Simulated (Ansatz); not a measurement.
# Al₂Cl₂H₆N₂: what the fields show

Input

```
crystal:
  periodic: [false, false, false]
  atoms:
    - {symbol: Cl, position_ang: [-1.769441, -1.764962, 1.606826]}
    - {symbol: Al, position_ang: [-0.013856, -1.307346, 0.510368]}
    - {symbol: N, position_ang: [0.657545, 0.416994, 1.103360]}
    - {symbol: Al, position_ang: [0.232309, 1.246601, -0.601521]}
    - {symbol: Cl, position_ang: [-1.345802, 2.631026, -0.307168]}
    - {symbol: N, position_ang: [-0.527221, -0.453259, -1.157800]}
    - {symbol: H, position_ang: [1.132775, -2.376287, 0.320833]}
    - {symbol: H, position_ang: [0.134313, 0.806327, 1.881842]}
    - {symbol: H, position_ang: [1.636773, 0.436973, 1.366027]}
    - {symbol: H, position_ang: [1.519795, 1.638949, -1.427209]}
    - {symbol: H, position_ang: [-1.532283, -0.417876, -1.299121]}
    - {symbol: H, position_ang: [-0.124916, -0.857151, -1.996437]}
basis:
  gaussian: {orbitals: def2-TZVPP}
hamiltonian: {xc: pbe0, dispersion: d4}
output: {orbitals: {seedname: orbitals}}
```

Command:

```sh
ansatz run in.yaml --threads 2 --pin off --events-out ev --progress --plain --max-ram 32768MiB --backend cuda --devices 0, --max-vram 18GiB
```

Geometry: PBE0-D4/def2-TZVP.

The calculation used RKS PBE0-D4/def2-TZVPP in Ansatz 0.2.0.

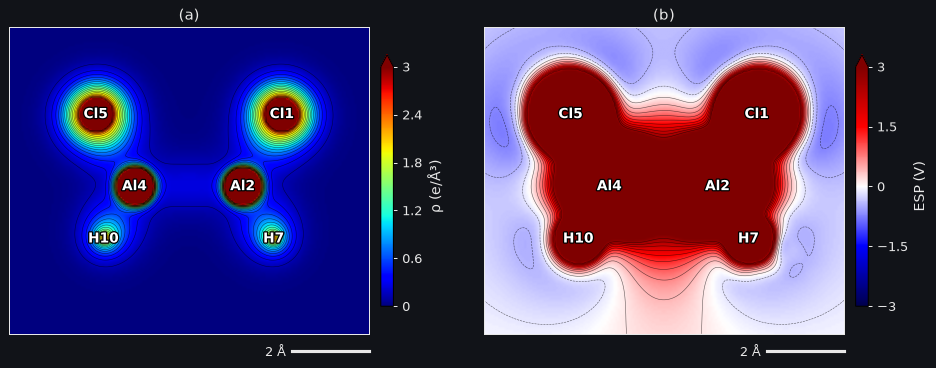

Figure 1. (a) electron density; (b) electrostatic potential on the plane of atoms Cl5, Al4 and H10.

Q: What do the fields say about this system?

A: Atoms in the plane: Cl, Al and H. Al–Cl (2.12 Å): ρ at the midpoint is about 0.71 e/Å³. Al–H (1.58 Å): ρ is about 0.57 e/Å³ halfway. Outside the dense part of the molecule the potential is most negative (−0.8 V) near Cl1 and Cl5.

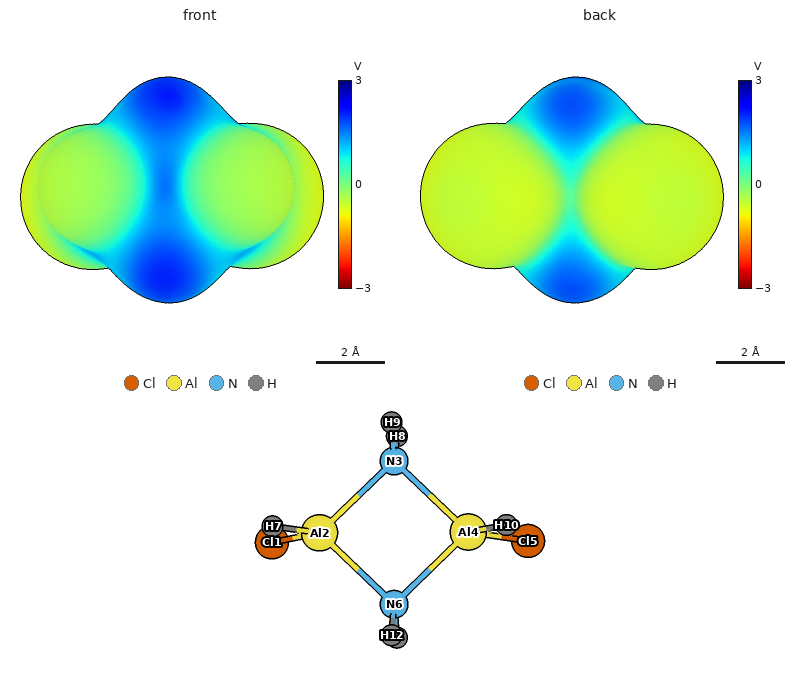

Figure 2. The molecular electrostatic potential painted on the density surface at 0.001 e/bohr³, seen from the front and from behind; red is negative and blue positive. The bare structure is drawn below in the same view.

Q: Where is the surface potential most negative and most positive?

A: The most negative region (about −0.7 V, or −16 kcal/mol for a unit charge) lies over Cl1 and Cl5, the most positive (about +2.0 V, or +46 kcal/mol for a unit charge) over H9 and H12.

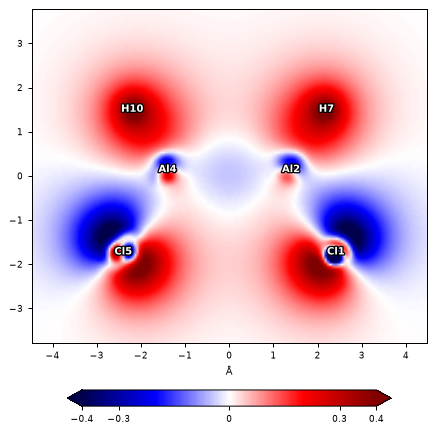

Figure 3. The HOMO−1 on the plane of atoms Cl1, Al2 and H7 (values in Å⁻³ᐟ²; the overall sign is arbitrary).

Q: Where does this orbital lie, and at what energy?

A: By Hirshfeld shares it lies mainly on Cl1 (about 30 %), Cl5 (about 30 %), H7 (about 10 %), H10 (about 10 %), Al4 (about 10 %) and Al2 (about 10 %). Its energy is −8.75 eV.
